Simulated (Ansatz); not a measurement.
# GaAsH (quartet): B2PLYP, RPA-PBE over vertical spin and charge gaps, cc-pVDZ

How well do these functionals follow the top wave-function level for GaAsH (quartet) over vertical spin and charge gaps?

The runs use Ansatz 0.2.0, Gaussian basis; cc-pVDZ, all electrons in the functionals, frozen cores in the correlation of double hybrids and RPA.

To be run: B2PLYP, RPA-PBE, at charge 0, quartet; charge 0, doublet; charge 0, sextet; charge 1, triplet; charge 1, quintet.

14 further runs of the same task are left out: 11 for a known fault of the program, 3 set aside as unsound or not needed. Runs told in other sessions of the task aren't counted.

## Step 1: What is computed

The geometry is a PBE0/def2-TZVP stationary point (not a proven minimum). No spin-orbit coupling is included. The filled d shell of Ga, As may be among the frozen orbitals whatever the setting's name suggests.

3 atoms, charge 0, spin multiplicity 4.

Atoms are counted from 1 here; the program's logs count them from 0.

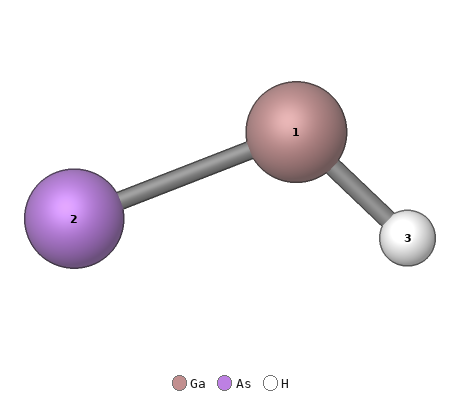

The geometry (gallium pink, arsenic purple, hydrogen white); atoms are numbered from 1 in the order of the file.

No dispersion term is added.

The geometry shown and the zero of energy belong to the point charge 0, quartet. The yardstick, UCCSDTQ, and other wave-function levels (R restricted, U unrestricted, valence and pair active spaces) come from earlier runs.

## Step 2: B2PLYP, charge 0, quartet

File in.yaml:

```yaml
crystal:
  periodic: [false, false, false]
  atoms:
    - {symbol: Ga, position_ang: [0.000000, -0.505457, 0.594301]}
    - {symbol: As, position_ang: [0.000000, -0.435519, -1.914688]}
    - {symbol: H, position_ang: [0.000000, 0.940976, 1.320387]}
basis:
  gaussian: {orbitals: cc-pVDZ}
magnetization: {spin_polarized: true, initial_magnetization: 3}
hamiltonian: {xc: {name: B2PLYP}}
correlation: {electrons: outside_noble_gas}
```

Launch:

```bash
$ ansatz run in.yaml --threads 1 --pin off --events-out ev --progress --plain --max-ram 4096MiB --backend cpu
```

Log:

```text
Functional definition: B2PLYP
  name "B2PLYP"
  cite "Grimme, J. Chem. Phys. 124, 034108 (2006) doi:10.1063/1.2148954"
  cite "Becke, Phys. Rev. A 38, 3098 (1988) doi:10.1103/PhysRevA.38.3098"
  cite "Lee, Yang & Parr, Phys. Rev. B 37, 785 (1988) doi:10.1103/PhysRevB.37.785"
  parameter a = 0.53
  parameter c = 0.27
  exchange = (1 - a)*b88_x + a*exact_x
  correlation = (1 - c)*lyp_c + c*(mp2_os + mp2_ss)
692 factors; integrals over basis functions are off by at most 8.8e-4 eV
mean field evaluation 1: about -113207.6346 eV, gradient 5.3e0 eV
mean field evaluation 2: about -113207.6364 eV, gradient 5.3e0 eV
mean field evaluation 4: about -113208.0293 eV, gradient 6.9e-1 eV
mean field evaluation 8: about -113208.0432 eV, gradient 5.9e-2 eV
mean field evaluation 16: about -113208.0435 eV, gradient 9.6e-5 eV
mean field -113208.04348921 eV, -4160.3188630605 hartree, gradient 5.6e-6 eV, S^2 3.763436; 0 other end points of the search recorded, 0 dependent functions left out
28 core orbitals not correlated: weight in the atoms' cores, before any rotation towards them, 0.998 or more for the frozen orbitals, at most 0.002 for the correlated occupied ones
reference -113208.04361455 eV, -4160.3188676667 hartree; 6, 3 occupied and 25, 28 virtual orbitals, 692 factors
second order -3.90196239 eV of doubles, -0.00000000 eV of singles
Total energy: -113209.09714440 eV, -4160.3575841744 hartree
```

Wall time 2.6 s (1 thread of AMD EPYC 7R13, shared host).

From the report: ⟨S²⟩ of the determinant 3.763 (pure quartet: 3.75).

## Step 3: B2PLYP, charge 0, doublet

in.yaml: that of step 2 with these lines changed.

```diff
@@ -8,3 +8,3 @@
   gaussian: {orbitals: cc-pVDZ}
-magnetization: {spin_polarized: true, initial_magnetization: 3}
+magnetization: {spin_polarized: true, initial_magnetization: 1}
 hamiltonian: {xc: {name: B2PLYP}}
```

The command is unchanged.

Log, cut to the lines that bear on the results:

```text
Functional definition: B2PLYP
  name "B2PLYP"
  cite "Grimme, J. Chem. Phys. 124, 034108 (2006) doi:10.1063/1.2148954"
  cite "Becke, Phys. Rev. A 38, 3098 (1988) doi:10.1103/PhysRevA.38.3098"
  cite "Lee, Yang & Parr, Phys. Rev. B 37, 785 (1988) doi:10.1103/PhysRevB.37.785"
[...]
692 factors; integrals over basis functions are off by at most 8.8e-4 eV
[...]
mean field -113208.14386049 eV, -4160.3225516369 hartree, gradient 9.8e-6 eV, S^2 1.552612; 10 other end points of the search recorded, 0 dependent functions left out
28 core orbitals not correlated: weight in the atoms' cores, before any rotation towards them, 0.998 or more for the frozen orbitals, at most 0.001 for the correlated occupied ones
reference -113208.14398585 eV, -4160.3225562438 hartree; 5, 4 occupied and 26, 27 virtual orbitals, 692 factors
second order -4.05985397 eV of doubles, -0.00000000 eV of singles
Total energy: -113209.24014642 eV, -4160.3628394018 hartree
```

Wall time 21 s (1 thread of AMD EPYC 7R13, shared host).

From the report: ⟨S²⟩ of the determinant 1.553 (pure doublet: 0.75). The determinant of B2PLYP (⟨S²⟩ 1.55) is far from a pure spin state, so its energy mixes those of several spin states; that is harmless only where they are near-degenerate.

From charge 0, quartet: -0.143 eV.

## Step 4: B2PLYP, charge 0, sextet

in.yaml: that of step 3 with these lines changed.

```diff
@@ -8,3 +8,3 @@
   gaussian: {orbitals: cc-pVDZ}
-magnetization: {spin_polarized: true, initial_magnetization: 1}
+magnetization: {spin_polarized: true, initial_magnetization: 5}
 hamiltonian: {xc: {name: B2PLYP}}
```

Launched as before.

Log, cut to the lines that bear on the results:

```text
Functional definition: B2PLYP
  name "B2PLYP"
  cite "Grimme, J. Chem. Phys. 124, 034108 (2006) doi:10.1063/1.2148954"
  cite "Becke, Phys. Rev. A 38, 3098 (1988) doi:10.1103/PhysRevA.38.3098"
  cite "Lee, Yang & Parr, Phys. Rev. B 37, 785 (1988) doi:10.1103/PhysRevB.37.785"
[...]
692 factors; integrals over basis functions are off by at most 8.8e-4 eV
[...]
mean field -113204.71848827 eV, -4160.1966715298 hartree, gradient 6.7e-6 eV, S^2 8.761524; 0 other end points of the search recorded, 0 dependent functions left out
28 core orbitals not correlated: weight in the atoms' cores, before any rotation towards them, 0.995 or more for the frozen orbitals, at most 0.004 for the correlated occupied ones
reference -113204.71861286 eV, -4160.1966761082 hartree; 7, 2 occupied and 24, 29 virtual orbitals, 692 factors
second order -3.48389589 eV of doubles, -0.00000000 eV of singles
Total energy: -113205.65926475 eV, -4160.2312444276 hartree
```

Wall time 2.6 s (1 thread of AMD EPYC 7R13, shared host).

From the report: ⟨S²⟩ of the determinant 8.762 (pure sextet: 8.75).

From charge 0, quartet: +3.438 eV.

## Step 5: B2PLYP, charge 1, triplet

in.yaml: that of step 4 with these lines changed.

```diff
@@ -8,3 +8,4 @@
   gaussian: {orbitals: cc-pVDZ}
-magnetization: {spin_polarized: true, initial_magnetization: 5}
+total_charge: 1
+magnetization: {spin_polarized: true, initial_magnetization: 2}
 hamiltonian: {xc: {name: B2PLYP}}
```

Launched as before.

Log, cut to the lines that bear on the results:

```text
Functional definition: B2PLYP
  name "B2PLYP"
  cite "Grimme, J. Chem. Phys. 124, 034108 (2006) doi:10.1063/1.2148954"
  cite "Becke, Phys. Rev. A 38, 3098 (1988) doi:10.1103/PhysRevA.38.3098"
  cite "Lee, Yang & Parr, Phys. Rev. B 37, 785 (1988) doi:10.1103/PhysRevB.37.785"
[...]
692 factors; integrals over basis functions are off by at most 8.8e-4 eV
[...]
mean field -113200.76966197 eV, -4160.0515548400 hartree, gradient 5.4e-6 eV, S^2 2.109393; 2 other end points of the search recorded, 0 dependent functions left out
28 core orbitals not correlated: weight in the atoms' cores, before any rotation towards them, 0.998 or more for the frozen orbitals, at most 0.001 for the correlated occupied ones
reference -113200.76979077 eV, -4160.0515595730 hartree; 5, 3 occupied and 26, 28 virtual orbitals, 692 factors
second order -3.87077997 eV of doubles, -0.00000000 eV of singles
Total energy: -113201.81490136 eV, -4160.0899666789 hartree
```

Run time: 4.1 s. Hardware: 1 thread of AMD EPYC 7R13, shared host.

From the report: ⟨S²⟩ of the determinant 2.109 (pure triplet: 2.00).

From charge 0, quartet: +7.282 eV.

## Step 6: B2PLYP, charge 1, quintet

in.yaml: that of step 5 with these lines changed.

```diff
@@ -9,3 +9,3 @@
 total_charge: 1
-magnetization: {spin_polarized: true, initial_magnetization: 2}
+magnetization: {spin_polarized: true, initial_magnetization: 4}
 hamiltonian: {xc: {name: B2PLYP}}
```

The command is unchanged.

Log, cut to the lines that bear on the results:

```text
Functional definition: B2PLYP
  name "B2PLYP"
  cite "Grimme, J. Chem. Phys. 124, 034108 (2006) doi:10.1063/1.2148954"
  cite "Becke, Phys. Rev. A 38, 3098 (1988) doi:10.1103/PhysRevA.38.3098"
  cite "Lee, Yang & Parr, Phys. Rev. B 37, 785 (1988) doi:10.1103/PhysRevB.37.785"
[...]
692 factors; integrals over basis functions are off by at most 8.8e-4 eV
[...]
mean field -113199.36605661 eV, -4159.9999732942 hartree, gradient 3.8e-6 eV, S^2 6.018725; 0 other end points of the search recorded, 0 dependent functions left out
28 core orbitals not correlated: weight in the atoms' cores, before any rotation towards them, 0.997 or more for the frozen orbitals, at most 0.002 for the correlated occupied ones
reference -113199.36618391 eV, -4159.9999779726 hartree; 6, 2 occupied and 25, 29 virtual orbitals, 692 factors
second order -3.17250795 eV of doubles, -0.00000000 eV of singles
Total energy: -113200.22276106 eV, -4160.0314566021 hartree
```

Wall time 2.4 s (1 thread of AMD EPYC 7R13, shared host).

From the report: ⟨S²⟩ of the determinant 6.019 (pure quintet: 6.00).

From charge 0, quartet: +8.874 eV.

## Step 7: RPA-PBE, charge 0, quartet

File in.yaml:

```yaml
crystal:
  periodic: [false, false, false]
  atoms:
    - {symbol: Ga, position_ang: [0.000000, -0.505457, 0.594301]}
    - {symbol: As, position_ang: [0.000000, -0.435519, -1.914688]}
    - {symbol: H, position_ang: [0.000000, 0.940976, 1.320387]}
basis:
  gaussian: {orbitals: cc-pVDZ}
magnetization: {spin_polarized: true, initial_magnetization: 3}
hamiltonian: {xc: {name: PBE}}
correlation: {method: rpa, electrons: outside_noble_gas}
```

Launched as before.

Log, cut to the lines that bear on the results:

```text
Functional definition: PBE
  name "PBE"
  cite "Perdew, Burke & Ernzerhof, Phys. Rev. Lett. 77, 3865 (1996) doi:10.1103/PhysRevLett.77.3865"
  parent pbe
[...]
692 factors; integrals over basis functions are off by at most 8.8e-4 eV
[...]
mean field -113214.75722440 eV, -4160.5655882781 hartree, gradient 2.0e-6 eV, S^2 3.754154; 5 other end points of the search recorded, 0 dependent functions left out
28 core orbitals not correlated: weight in the atoms' cores, before any rotation towards them, 0.995 or more for the frozen orbitals, at most 0.004 for the correlated occupied ones
reference -113142.38739714 eV, -4157.9060461801 hartree; 6, 3 occupied and 25, 28 virtual orbitals, 692 factors
Total energy: -113148.99724125 eV, -4158.1489534710 hartree
```

It took 5.5 s on 1 thread of AMD EPYC 7R13, shared host.

From the report: ⟨S²⟩ of the determinant 3.754 (pure quartet: 3.75).

## Step 8: RPA-PBE, charge 0, doublet

in.yaml: that of step 7 with these lines changed.

```diff
@@ -8,3 +8,3 @@
   gaussian: {orbitals: cc-pVDZ}
-magnetization: {spin_polarized: true, initial_magnetization: 3}
+magnetization: {spin_polarized: true, initial_magnetization: 1}
 hamiltonian: {xc: {name: PBE}}
```

Same command.

Log, cut to the lines that bear on the results:

```text
Functional definition: PBE
  name "PBE"
  cite "Perdew, Burke & Ernzerhof, Phys. Rev. Lett. 77, 3865 (1996) doi:10.1103/PhysRevLett.77.3865"
  parent pbe
[...]
692 factors; integrals over basis functions are off by at most 8.8e-4 eV
[...]
mean field -113215.01401817 eV, -4160.5750252751 hartree, gradient 6.3e-6 eV, S^2 1.216396; 11 other end points of the search recorded, 0 dependent functions left out
28 core orbitals not correlated: weight in the atoms' cores, before any rotation towards them, 0.995 or more for the frozen orbitals, at most 0.003 for the correlated occupied ones
reference -113141.91301112 eV, -4157.8886128157 hartree; 5, 4 occupied and 26, 27 virtual orbitals, 692 factors
Total energy: -113149.20101870 eV, -4158.1564421540 hartree
```

Wall time 15 s (1 thread of AMD EPYC 7R13, shared host).

From the report: ⟨S²⟩ of the determinant 1.216 (pure doublet: 0.75).

From charge 0, quartet: -0.204 eV.

## Step 9: RPA-PBE, charge 0, sextet

in.yaml: that of step 8 with these lines changed.

```diff
@@ -8,3 +8,3 @@
   gaussian: {orbitals: cc-pVDZ}
-magnetization: {spin_polarized: true, initial_magnetization: 1}
+magnetization: {spin_polarized: true, initial_magnetization: 5}
 hamiltonian: {xc: {name: PBE}}
```

The command is unchanged.

Log, cut to the lines that bear on the results:

```text
Functional definition: PBE
  name "PBE"
  cite "Perdew, Burke & Ernzerhof, Phys. Rev. Lett. 77, 3865 (1996) doi:10.1103/PhysRevLett.77.3865"
  parent pbe
[...]
692 factors; integrals over basis functions are off by at most 8.8e-4 eV
[...]
mean field -113211.36614435 eV, -4160.4409683846 hartree, gradient 4.1e-6 eV, S^2 8.753540; 0 other end points of the search recorded, 0 dependent functions left out
28 core orbitals not correlated: weight in the atoms' cores, before any rotation towards them, 0.990 or more for the frozen orbitals, at most 0.009 for the correlated occupied ones
reference -113139.70163793 eV, -4157.8073463499 hartree; 7, 2 occupied and 24, 29 virtual orbitals, 692 factors
Total energy: -113145.68802435 eV, -4158.0273419931 hartree
```

Wall time 2 s (1 thread of AMD EPYC 7R13, shared host).

From the report: ⟨S²⟩ of the determinant 8.754 (pure sextet: 8.75).

From charge 0, quartet: +3.309 eV.

## Step 10: RPA-PBE, charge 1, triplet

in.yaml: that of step 9 with these lines changed.

```diff
@@ -8,3 +8,4 @@
   gaussian: {orbitals: cc-pVDZ}
-magnetization: {spin_polarized: true, initial_magnetization: 5}
+total_charge: 1
+magnetization: {spin_polarized: true, initial_magnetization: 2}
 hamiltonian: {xc: {name: PBE}}
```

The command is unchanged.

Log, cut to the lines that bear on the results:

```text
Functional definition: PBE
  name "PBE"
  cite "Perdew, Burke & Ernzerhof, Phys. Rev. Lett. 77, 3865 (1996) doi:10.1103/PhysRevLett.77.3865"
  parent pbe
[...]
692 factors; integrals over basis functions are off by at most 8.8e-4 eV
[...]
mean field -113207.47497204 eV, -4160.2979704398 hartree, gradient 4.5e-6 eV, S^2 2.025563; 8 other end points of the search recorded, 0 dependent functions left out
28 core orbitals not correlated: weight in the atoms' cores, before any rotation towards them, 0.996 or more for the frozen orbitals, at most 0.003 for the correlated occupied ones
reference -113135.17428290 eV, -4157.6409691211 hartree; 5, 3 occupied and 26, 28 virtual orbitals, 692 factors
Total energy: -113141.76854839 eV, -4157.8833039082 hartree
```

It took 7 s on 1 thread of AMD EPYC 7R13, shared host.

From the report: ⟨S²⟩ of the determinant 2.026 (pure triplet: 2.00).

From charge 0, quartet: +7.229 eV.

## Step 11: RPA-PBE, charge 1, quintet

in.yaml: that of step 10 with these lines changed.

```diff
@@ -9,3 +9,3 @@
 total_charge: 1
-magnetization: {spin_polarized: true, initial_magnetization: 2}
+magnetization: {spin_polarized: true, initial_magnetization: 4}
 hamiltonian: {xc: {name: PBE}}
```

Launched as before.

Log, cut to the lines that bear on the results:

```text
Functional definition: PBE
  name "PBE"
  cite "Perdew, Burke & Ernzerhof, Phys. Rev. Lett. 77, 3865 (1996) doi:10.1103/PhysRevLett.77.3865"
  parent pbe
[...]
692 factors; integrals over basis functions are off by at most 8.8e-4 eV
[...]
mean field -113205.77763488 eV, -4160.2355944496 hartree, gradient 8.7e-6 eV, S^2 6.005517; 0 other end points of the search recorded, 0 dependent functions left out
28 core orbitals not correlated: weight in the atoms' cores, before any rotation towards them, 0.994 or more for the frozen orbitals, at most 0.005 for the correlated occupied ones
reference -113134.45106736 eV, -4157.6143914402 hartree; 6, 2 occupied and 25, 29 virtual orbitals, 692 factors
Total energy: -113140.10623668 eV, -4157.8222150798 hartree
```

Run time: 1.9 s. Hardware: 1 thread of AMD EPYC 7R13, shared host.

From the report: ⟨S²⟩ of the determinant 6.006 (pure quintet: 6.00).

From charge 0, quartet: +8.891 eV.

## Step 12: The comparison

The yardstick is UCCSDTQ, where the cluster series has nearly closed. It comes from earlier runs at the same points. Energies in eV, counted from charge 0, quartet; blanks weren't run or aren't comparable.

| level | quartet to doublet | quartet to sextet | ionisation to the triplet cation | ionisation to the quintet cation |
| --- | --- | --- | --- | --- |
| UCCSDTQ | -0.148 | 3.133 | 7.109 | 8.638 |
| B2PLYP | -0.143 | 3.438 | 7.282 | 8.874 |
| RPA-PBE | -0.204 | 3.309 | 7.229 | 8.891 |

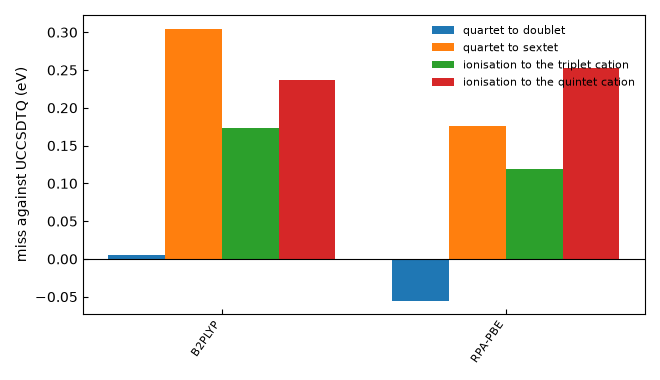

Misses of the gaps against UCCSDTQ.

Largest miss and mean time a point (UCCSDTQ took 36 s a point; shared hosts):

| level | largest miss (eV) | where | time a point |
| --- | --- | --- | --- |
| B2PLYP | +0.305 | quartet to sextet | 6.5 s |
| RPA-PBE | +0.253 | ionisation to the quintet cation | 6.2 s |

## Step 13: Summary of results

```
                                 quantity                                         value
              quartet to doublet, UCCSDTQ                                     -0.148 eV
               quartet to sextet, UCCSDTQ                                      3.133 eV
ionisation to the triplet cation, UCCSDTQ                                      7.109 eV
ionisation to the quintet cation, UCCSDTQ                                      8.638 eV
                     largest miss, B2PLYP                 +0.305 eV (quartet to sextet)
                    largest miss, RPA-PBE  +0.253 eV (ionisation to the quintet cation)
```

In words: Of the functionals, RPA-PBE keep the smallest largest miss at the points compared (at most 0.253 eV) and B2PLYP strays most (0.305 eV, at quartet to sextet). B2PLYP, RPA-PBE clearly break the spin symmetry at some points (⟨S²⟩ up to 0.80 above the pure value), so energy there is bought with a mixed spin. Functionals and the yardstick converge differently with the basis, so part of each miss in cc-pVDZ is the basis.
